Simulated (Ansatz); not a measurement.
Input

```
basis:
  gaussian:
    orbitals: def2-TZVPD
crystal:
  periodic: [false, false, false]
  atoms:
    - {symbol: C, position_ang: [-0.284407, -0.385645, 1.648241]}
    - {symbol: C, position_ang: [0.446522, -1.333159, 1.282230]}
    - {symbol: Al, position_ang: [-1.822848, 0.843438, 2.038418]}
    - {symbol: Li, position_ang: [-1.569782, -1.737605, 0.794062]}
    - {symbol: H, position_ang: [1.391506, -1.829853, 1.170632]}
output:
  forces: true
  orbitals: {seedname: orbitals}
hamiltonian:
  xc: {name: PBE0}
magnetization:
  spin_polarized: true
  initial_magnetization: 1
```

Run with:

```sh
ansatz run input.yaml --threads 2 --pin off --max-ram 4350MiB --events-out events.jsonl --progress --plain --runs-dir runs
```

Geometry: B3LYP-D3(BJ)/6-311G**.

The calculation used isolated molecule in a Gaussian basis; Kohn-Sham density functional theory, functional PBE0 in Ansatz 0.2.0.

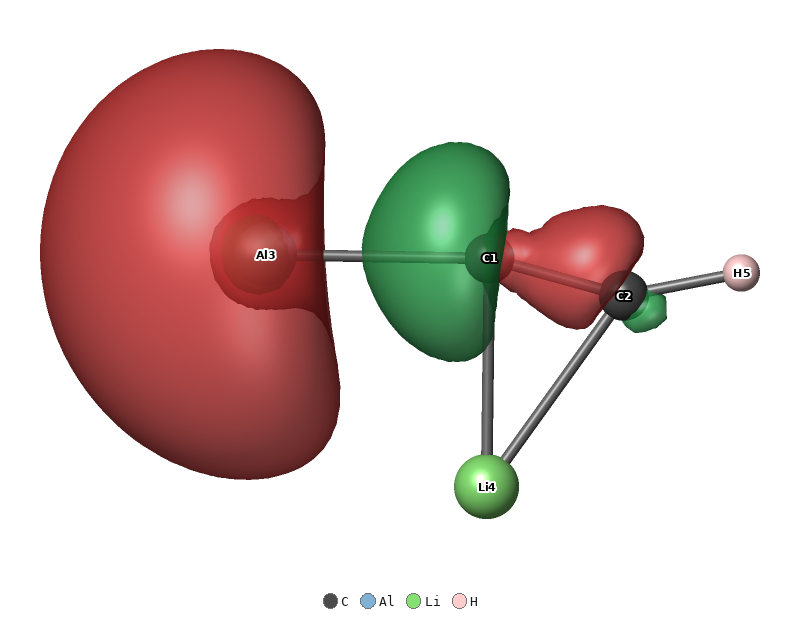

C$_{2}$HAlLi (doublet). The HOMO−1 (α) at ±0.1 Å⁻³ᐟ² (green and red are the two phases), seen across its widest extent.

Q: What is the character of this orbital?

A: It lies mainly on Al3 (about 80 %) and C1 (about 15 %); it is symmetric in the molecular plane (an in-plane orbital: σ, lone-pair or in-plane π type). Its energy is −5.79 eV.
